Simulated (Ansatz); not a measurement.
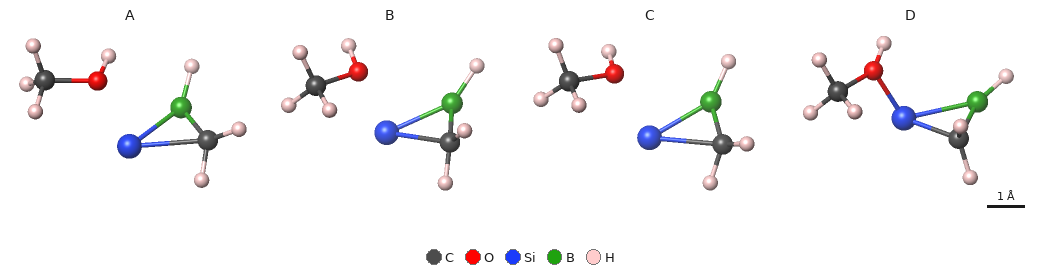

4 geometries from one relaxation of C2H7BOSi, in shuffled order. The picture is a ball-and-stick view, seen at a tilt.

The run prepares an end point of a later path (hydrogen shift) calculation, from a guessed geometry.

Computed with Ansatz 0.2.0, RKS PBE-D4/6-31G*. Settings: no spin polarisation; force threshold 0.02 eV/Å; at most 50 steps.

Q: Order the frames from highest to lowest energy.

A: D, B, C, A. They are steps 0, 5, 9, 22, at +299.6 kJ/mol, +21.1 kJ/mol, +6.61 kJ/mol relative to the last. The largest move after the best rigid fit is that of an H atom, 1.71 Å. Largest moves by element: H 1.71 Å, Si 0.95 Å, C 0.81 Å, O 0.67 Å, B 0.47 Å. Among the contacts that change: C–Si 2.482 → 3.073 Å, O–Si 1.701 → 2.137 Å, H–Si 2.120 → 2.535 Å, C–Si 1.794 → 2.149 Å. Bond angles that change, for instance: Si–C–H 115.8° → 77.3°, C–O–H 148.6° → 110.3°, Si–C–H 112.7° → 145.6°. Groups turn about C–O by about 35°, B–Si by about 30°. The energy falls by 299.6 kJ/mol in 21 accepted moves (22 points after the start). Largest force component: 4.9 eV/Å at the start, 0.014 eV/Å at the end. The line search rejected the trial step at point 14 of the run. Cost: 53 s on 2 threads of Arm Neoverse V1, on a shared host, peak memory 0.15 GiB.
